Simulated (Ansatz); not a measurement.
Antiferromagnetic (type II) rock-salt NiO was calculated with PBEsol (Ansatz, a first-principles code, PAW).

Settings: plane-wave cutoff 520 eV, 14×14×14 k mesh, Fermi–Dirac smearing 0.01 eV, spin-polarised with opposed moments, scalar-relativistic PAW data made under PBE.

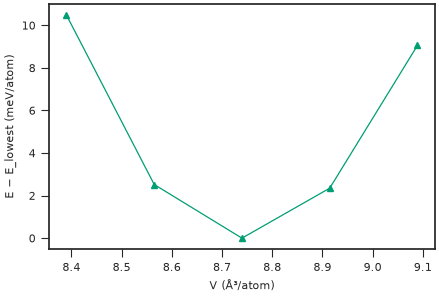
*Total energy against volume*

Task: From the curve, estimate the equilibrium volume and the bulk modulus.

Result: V0 ≈ 8.7 Å³/atom and B0 ≈ 220 GPa; the fit gives V0 = 8.740 Å³/atom, B0 = 223 GPa, B′ = 4.5.

Shape and atoms are relaxed at each volume.

Measured, for comparison: bulk modulus 192 ± 7 GPa (room temperature, no zero-point or thermal correction, equation of state from high-pressure X-ray diffraction, our sources range from 174 to 209; as tabulated in Gavriliuk et al., The first-order structural transition in NiO at high …); equilibrium volume per atom 9.07 Å³/atom (5 K, zero-point motion not removed, pseudo-cubic cell; as tabulated in Yang et al. (2022), arXiv:2205.02972). Computed (rounded) less measured: bulk modulus not scored (sources differ), equilibrium volume per atom -3.6 %.

Note: without U or exact exchange, gaps and moments of open d shells tend to come out too small; the bulk modulus comes from volumes at which shape and atoms were relaxed.

It cost very roughly 11 core-minutes of CPU time.
